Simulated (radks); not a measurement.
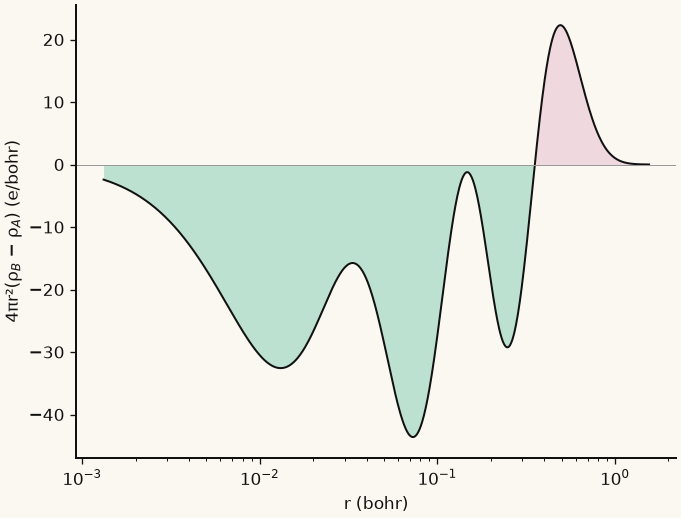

Two nuclei with the same 24 electrons, [Ar] 3d6 (3d3/2: 4, 3d5/2: 2), were computed: Sr¹⁴⁺; Xe³⁰⁺. Method: Dirac Kohn-Sham, PBE, spin-unpolarised, spherical densities, finite nucleus; computed with the in-house radial solver radks.

The plot shows the radial density of run B less that of run A; on the logarithmic r axis, areas aren't charges.

> Which run is A and which is B? Where does the charge move?

A is Xe³⁰⁺; B is Sr¹⁴⁺. B holds 7.0 electrons more than A where the difference is positive (most at r = 0.49 bohr) and 7.0 electrons fewer where it is negative (most at r = 0.073 bohr), with no net change. The larger nuclear charge draws every shell in.
